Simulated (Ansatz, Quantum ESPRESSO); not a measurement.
# GdPd3 (Pm-3m): zone-centre phonons, part 2 of 3

Wanted: the vibrations of GdPd3 (Pm-3m) at Γ, by two programs.

Quantum ESPRESSO 7.5; DFT PBEsol, scalar-relativistic, plane waves, PseudoDojo norm-conserving, 4f in core pseudopotentials.

So far. Step 2 (A first look): No gap opens on this mesh, so smearing is kept; the start stands at -0.95 GPa. Step 4 (Self-consistent run for the response): The cell stands at 0.012 GPa, close enough for phonons. The relaxed cell has a = 4.065 Å (conventional setting).

The database entry behind the starting cell differs from later determinations by our own check (about 0.3 % short), so it need not match the best structure at ambient conditions.

In doubt: a PseudoDojo file used here is known to give poor structures and forces, which bears on pressures, cells, forces and phonons.

### 5. Zone-centre response

At q = 0 one unit cell holds all displacements; symmetry groups them into irreducible representations that are solved one by one. With smeared occupations no response to a homogeneous field can be asked.

The input, ph.in:

```
phonons
&INPUTPH
  prefix       = 'x'
  outdir       = './tmp'
  fildyn       = 'g.dyn'
  tr2_ph       = 1.0d-18
  alpha_mix(1) = 0.4
  nmix_ph      = 8
/
0.000000000000 0.000000000000 0.000000000000
```

On the command line:

```sh
> OMP_NUM_THREADS=1 mpirun -n 8 ph.x -nk 8 -in ph.in > ph.out
```

What it wrote:

```text
[banners, grids, parts of the stress and lines that vanish by symmetry left out]
[banner, memory and clock lines left out]
Program PHONON v.7.5

     ./tmp/x.save/

     IMPORTANT: XC functional enforced from input :
     Exchange-correlation= PBESOL
                           (   1   4  10   8   0   0   0)
     Any further DFT definition will be discarded
     Please, verify this is what you really want

     G-vector sticks info

     Reading collected, re-writing distributed wavefunctions in ./tmp/

     Number and degeneracy of irreps per q-point
       N         xq(1)         xq(2)         xq(3)   N irreps
       1   0.000000000   0.000000000   0.000000000       4
        3   3   3   3

     Calculation of q =    0.0000000   0.0000000   0.0000000

     phonons

     bravais-lattice index     =            1
     lattice parameter (alat)  =       7.6823  a.u.
     unit-cell volume          =     453.3860 (a.u.)^3
     number of atoms/cell      =            4
     number of atomic types    =            2
     kinetic-energy cut-off    =      82.0000  Ry
     charge density cut-off    =     328.0000  Ry
     convergence threshold     =      1.0E-18
     beta                      =       0.4000
     number of iterations used =            8
     Exchange-correlation= PBESOL
                           (   1   4  10   8   0   0   0)

     celldm(1)=    7.68227  celldm(2)=    0.00000  celldm(3)=    0.00000
     celldm(4)=    0.00000  celldm(5)=    0.00000  celldm(6)=    0.00000

     crystal axes: (cart. coord. in units of alat)
               a(1) = (  1.0000  0.0000  0.0000 )
               a(2) = (  0.0000  1.0000  0.0000 )
               a(3) = (  0.0000  0.0000  1.0000 )

     reciprocal axes: (cart. coord. in units 2 pi/alat)
               b(1) = (  1.0000  0.0000  0.0000 )
               b(2) = (  0.0000  1.0000  0.0000 )
               b(3) = (  0.0000  0.0000  1.0000 )

     Atoms inside the unit cell:

     Cartesian axes

     site n.  atom      mass           positions (alat units)
        1  Gd    157.2500   tau(    1) = (    0.00000    0.00000    0.00000  )
        2  Pd    106.4200   tau(    2) = (    0.00000    0.50000    0.50000  )
        3  Pd    106.4200   tau(    3) = (    0.50000    0.00000    0.50000  )
        4  Pd    106.4200   tau(    4) = (    0.50000    0.50000    0.00000  )

     Computing dynamical matrix for
                    q = (   0.0000000   0.0000000   0.0000000 )

     49 Sym.Ops. (with q -> -q+G )

     G cutoff =  490.3349  (  45553 G-vectors)     FFT grid: ( 45, 45, 45)

     number of k points=    35  Marzari-Vanderbilt smearing, width (Ry)=  0.0200
                       cart. coord. in units 2pi/alat
        k(    1) = (   0.0000000   0.0000000   0.0000000), wk =   0.0039062
        k(    2) = (   0.0000000   0.0000000   0.1250000), wk =   0.0234375
        k(    3) = (   0.0000000   0.0000000   0.2500000), wk =   0.0234375
        [... further k-points left out ...]

     PseudoPot. # 1 for Gd read from file:
     ./pseudo/Gd.upf
     Pseudo is Norm-conserving + core correction, Zval = 11.0
     Using radial grid of 1776 points,  7 beta functions with:
                l(1) =   0
                l(2) =   0
                l(3) =   1
                l(4) =   1
                l(5) =   2
                l(6) =   2
                l(7) =   3

     PseudoPot. # 2 for Pd read from file:
     ./pseudo/Pd.upf
     Pseudo is Norm-conserving + core correction, Zval = 18.0
     Using radial grid of 1238 points,  6 beta functions with:
                l(1) =   0
                l(2) =   0
                l(3) =   1
                l(4) =   1
                l(5) =   2
                l(6) =   2

     Mode symmetry, O_h (m-3m)  point group:

     Atomic displacements:
     There are    4 irreducible representations

     Representation     1      3 modes -  To be done

     Representation     2      3 modes -  To be done

     Representation     3      3 modes -  To be done

     Representation     4      3 modes -  To be done

     Alpha used in Ewald sum =   2.8000

     Representation #   1 modes #   1   2   3

     Self-consistent Calculation
      iter #   1   av.it.:  12.4
      thresh= 1.000E-02 alpha_mix =  0.400 |ddv_scf|^2 =  1.239E-05
      iter #   2   av.it.:  18.8
      thresh= 3.520E-04 alpha_mix =  0.400 |ddv_scf|^2 =  4.781E-07
      iter #   3   av.it.:  18.2
      thresh= 6.914E-05 alpha_mix =  0.400 |ddv_scf|^2 =  1.395E-08
      iter #   4   av.it.:  19.3
      thresh= 1.181E-05 alpha_mix =  0.400 |ddv_scf|^2 =  4.213E-10
      iter #   5   av.it.:  20.4
      thresh= 2.053E-06 alpha_mix =  0.400 |ddv_scf|^2 =  3.781E-12
      iter #   6   av.it.:  19.5
      thresh= 1.945E-07 alpha_mix =  0.400 |ddv_scf|^2 =  5.842E-13
      iter #   7   av.it.:  20.6
      thresh= 7.643E-08 alpha_mix =  0.400 |ddv_scf|^2 =  1.632E-14
      iter #   8   av.it.:  20.8
      thresh= 1.277E-08 alpha_mix =  0.400 |ddv_scf|^2 =  1.477E-16
      iter #   9   av.it.:  19.6
      thresh= 1.215E-09 alpha_mix =  0.400 |ddv_scf|^2 =  2.012E-17
      iter #  10   av.it.:  20.3
      thresh= 4.486E-10 alpha_mix =  0.400 |ddv_scf|^2 =  6.814E-19

     End of self-consistent calculation

     Convergence has been achieved

     Representation #   2 modes #   4   5   6

     Self-consistent Calculation
      iter #   1   av.it.:  11.2
      thresh= 1.000E-02 alpha_mix =  0.400 |ddv_scf|^2 =  4.322E-06
      iter #   2   av.it.:  18.3
      thresh= 2.079E-04 alpha_mix =  0.400 |ddv_scf|^2 =  2.058E-07
      iter #   3   av.it.:  18.6
      thresh= 4.537E-05 alpha_mix =  0.400 |ddv_scf|^2 =  1.321E-08
      iter #   4   av.it.:  18.4
      thresh= 1.149E-05 alpha_mix =  0.400 |ddv_scf|^2 =  5.636E-10
[...]
End of self-consistent calculation

     Convergence has been achieved

     Representation #   3 modes #   7   8   9

     Self-consistent Calculation
[...]
End of self-consistent calculation

     Convergence has been achieved

     Representation #   4 modes #  10  11  12

     Self-consistent Calculation
[...]
iter #   3   av.it.:  19.6
      thresh= 3.404E-05 alpha_mix =  0.400 |ddv_scf|^2 =  1.870E-09
      iter #   4   av.it.:  20.4
      thresh= 4.325E-06 alpha_mix =  0.400 |ddv_scf|^2 =  4.617E-12
      iter #   5   av.it.:  19.3
      thresh= 2.149E-07 alpha_mix =  0.400 |ddv_scf|^2 =  1.059E-12
      iter #   6   av.it.:  20.0
      thresh= 1.029E-07 alpha_mix =  0.400 |ddv_scf|^2 =  1.363E-14
      iter #   7   av.it.:  21.6
      thresh= 1.167E-08 alpha_mix =  0.400 |ddv_scf|^2 =  1.582E-16
      iter #   8   av.it.:  18.7
      thresh= 1.258E-09 alpha_mix =  0.400 |ddv_scf|^2 =  2.765E-17
      iter #   9   av.it.:  19.9
      thresh= 5.258E-10 alpha_mix =  0.400 |ddv_scf|^2 =  1.093E-19

     End of self-consistent calculation

     Convergence has been achieved

     Number of q in the star =    1
     List of q in the star:
          1   0.000000000   0.000000000   0.000000000

     Diagonalizing the dynamical matrix

     q = (    0.000000000   0.000000000   0.000000000 )

 **************************************************************************
     freq (    1) =      -0.084075 [THz] =      -2.804454 [cm-1]
     freq (    2) =      -0.084075 [THz] =      -2.804454 [cm-1]
     freq (    3) =      -0.084075 [THz] =      -2.804454 [cm-1]
     freq (    4) =       3.410187 [THz] =     113.751594 [cm-1]
     freq (    5) =       3.410187 [THz] =     113.751594 [cm-1]
     freq (    6) =       3.410187 [THz] =     113.751594 [cm-1]
     freq (    7) =       4.133549 [THz] =     137.880348 [cm-1]
     freq (    8) =       4.133549 [THz] =     137.880348 [cm-1]
     freq (    9) =       4.133549 [THz] =     137.880348 [cm-1]
     freq (   10) =       5.277585 [THz] =     176.041282 [cm-1]
     freq (   11) =       5.277585 [THz] =     176.041282 [cm-1]
     freq (   12) =       5.277585 [THz] =     176.041282 [cm-1]
 **************************************************************************

     Mode symmetry, O_h (m-3m)  point group:

     freq (   1-   3) =         -2.8  [cm-1]   --> T_1u G_15  G_4- I
     freq (   4-   6) =        113.8  [cm-1]   --> T_1u G_15  G_4- I
     freq (   7-   9) =        137.9  [cm-1]   --> T_2u G_25  G_5-
     freq (  10-  12) =        176.0  [cm-1]   --> T_1u G_15  G_4- I
```

Run time: 17 min. Hardware: 8 MPI ranks of Arm Neoverse V1, shared host.

Read from the output:

| Item | Value |
| --- | --- |
| largest acoustic frequency at the zone centre before the sum rule | -2.8 cm⁻¹ |
| highest optical zone-centre mode (no LO-TO term) | 176.0 cm⁻¹ |
| lowest optical zone-centre mode | 113.8 cm⁻¹ |

The acoustic modes at Γ come out as far as 2.8 cm⁻¹ from zero, where they should vanish, a small numerical error.

### 6. Zone-centre analysis

A rigid shift of the crystal must cost nothing, but grids and finite bases break this; the acoustic sum rule is imposed before the matrix is diagonalised again.

The input, dynmat.in:

```
&INPUT
  fildyn = 'g.dyn'
  asr    = 'simple'
  fileig = 'dynmat.eig'
/
```

On the command line:

```sh
> dynmat.x -in dynmat.in > dynmat.out
```

What it wrote:

```text
[banner, memory and clock lines left out]
Program DYNMAT v.7.5

     Reading Dynamical Matrix from file g.dyn
     ...Force constants read
     ...epsilon and Z* not read (not found on file)
     A direction for q was not specified:TO-LO splitting will be absent

     Polarizability (A^3 units)
     multiply by 1.000000 for Clausius-Mossotti correction
         0.000000    0.000000    0.000000
         0.000000    0.000000    0.000000
         0.000000    0.000000    0.000000

     IR activities are in (D/A)^2/amu units

# mode   [cm-1]    [THz]      IR
    1     -0.00   -0.0000    0.0000
    2      0.00    0.0000    0.0000
    3      0.00    0.0000    0.0000
    4    113.74    3.4097    0.0000
    5    113.74    3.4097    0.0000
    6    113.74    3.4097    0.0000
    7    137.95    4.1355    0.0000
    8    137.95    4.1355    0.0000
    9    137.95    4.1355    0.0000
   10    176.06    5.2783    0.0000
   11    176.06    5.2783    0.0000
   12    176.06    5.2783    0.0000

[end of the log left out, with the tail of the file of modes that dynmat.x writes under the same name]
```

It took 0.46 s on 1 thread.

Read from the output:

```yaml
highest_optical_zone_centre_mode_no_lo_to_term: 176.1 cm⁻¹
lowest_optical_zone_centre_mode: 113.7 cm⁻¹
```

Unit eigenvectors of the mass-weighted matrix after the sum rule; no LO-TO term. The modes at Γ (shares of kinetic energy by element, %):

```csv
mode,frequency (cm⁻¹),symmetry,Gd %,Pd %
1,0.0,acoustic,33,67
2,0.0,acoustic,33,67
3,0.0,acoustic,33,67
4,113.7,T1u,46,54
5,113.7,T1u,46,54
6,113.7,T1u,46,54
7,138.0,T2u,0,100
8,138.0,T2u,0,100
9,138.0,T2u,0,100
10,176.1,T1u,21,79
11,176.1,T1u,21,79
12,176.1,T1u,21,79
```

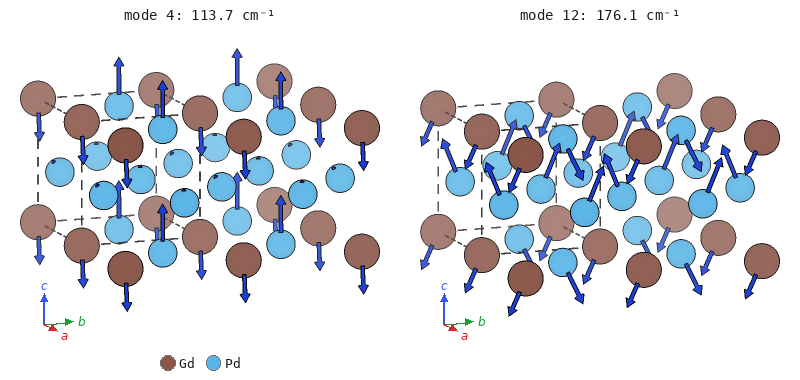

Displacement patterns of modes 4 and 12 at Γ; arrows are exaggerated. 2×2×1 cells are drawn. Some periodic images of atoms are drawn too.

The rule moves no optical mode by more than 0.1 cm⁻¹.

### 7. Sum rules set otherwise: a sum rule for molecules or wires on a crystal

This rule also removes rotations, which suits wires and not a crystal; it is tried to see the harm.

The input, dynmat.in:

```
&INPUT
  fildyn = 'g.dyn'
  asr    = 'one-dim'
  fileig = 'dynmat.eig'
/
```

On the command line:

```sh
> dynmat.x -in dynmat.in > dynmat.out
```

What it wrote:

```text
[banner, memory and clock lines left out]
Program DYNMAT v.7.5

     Reading Dynamical Matrix from file g.dyn
     ...Force constants read
     ...epsilon and Z* not read (not found on file)
asr rotation axis in 1D system=    3
     Acoustic Sum Rule: || Z*(ASR) - Z*(orig)|| =    0.000000E+00
     Acoustic Sum Rule: ||dyn(ASR) - dyn(orig)||=    1.428328E-01
     A direction for q was not specified:TO-LO splitting will be absent

     Polarizability (A^3 units)
     multiply by 1.000000 for Clausius-Mossotti correction
         0.000000    0.000000    0.000000
         0.000000    0.000000    0.000000
         0.000000    0.000000    0.000000

     IR activities are in (D/A)^2/amu units

# mode   [cm-1]    [THz]      IR
    1     -0.00   -0.0000    0.0000
    2      0.00    0.0000    0.0000
    3      0.00    0.0000    0.0000
    4      0.00    0.0000    0.0000
    5    113.74    3.4098    0.0000
    6    113.74    3.4098    0.0000
    7    125.83    3.7723    0.0000
    8    137.88    4.1335    0.0000
    9    137.88    4.1335    0.0000
   10    176.05    5.2777    0.0000
   11    176.05    5.2777    0.0000
   12    176.60    5.2943    0.0000

[end of the log left out, with the tail of the file of modes that dynmat.x writes under the same name]
```

It took 0.45 s on 1 thread.

The run ended normally, but on settings that are not sound.

The fault: a sum rule for molecules or wires on a crystal; 1 optical mode is projected out to zero frequency, as if it were a rotation.

For a crystal the rule has to be 'simple' or 'crystal'.

Zone-centre frequencies as printed; negative means imaginary. Modes:

```csv
mode,frequency (cm⁻¹)
1,0
2,0
3,0
4,0
5,113.7
6,113.7
7,125.8
8,137.9
9,137.9
10,176.1
11,176.1
12,176.6
```

(Part 2 of 3 ends here.)

[Host names and launcher messages were left out of these logs when they were recorded.]

[Logs are printed without paths, hosts, clocks, repeated set-up lines and the standing remarks that a program may print on its own settings, such as how far it seeks lower states.]

[Hosts, paths, dates, database ids (printed as entryN), source tags and the programs' standing remarks are cut or masked in the printed files.]
